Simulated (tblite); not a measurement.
# H8NOSSi3: the cost of one run

Programs: tblite 0.8.0 and PySCF 2.14.0. All values are calculated, for the isolated system unless a continuum is named. Atoms count from 0, parts from 1.

## (1) Starting point

14 atoms, charge 0, multiplicity 2; geometry: distance geometry start.

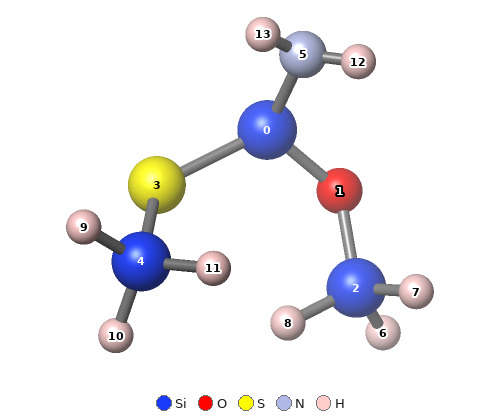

The starting geometry (silicon blue, oxygen red, sulfur yellow, nitrogen light blue, hydrogen pink), atoms numbered.

## (2) Geometry optimisation with GFN2-xTB

The job: settings as JSON, then the geometry in Å.

```
{"job": {"kind": "relax", "xc": "GFN2-xTB", "basis": "xTB"}, "charge": 0, "multiplicity": 2}
Si     0.489003    -1.238763     1.672694
O     -1.045092    -1.967666     2.123995
Si    -2.567172    -1.623509     1.345259
S      0.817925    -0.864710    -0.440781
Si    -0.148386     0.679747    -1.568084
N      1.117784     0.048309     2.811072
H     -3.404325    -2.793676     1.368195
H     -3.262665    -0.592775     2.039449
H     -2.384271    -1.227239     0.008193
H      0.867620     1.541725    -2.095282
H     -0.891739     0.132487    -2.618596
H     -0.998135     1.471754    -0.715864
H      0.447630     0.433029     3.469640
H      1.766658     0.730743     2.398242
```

Level: GFN2-xTB geometry optimisation, gas phase.

Started as:

```
OMP_NUM_THREADS=1 python cluster_run.py task.json out
```

This one command runs all jobs of the session in turn.

**Question.** How long does this first job take on 1 thread of AMD EPYC 7R43, shared host?

About 22 s.
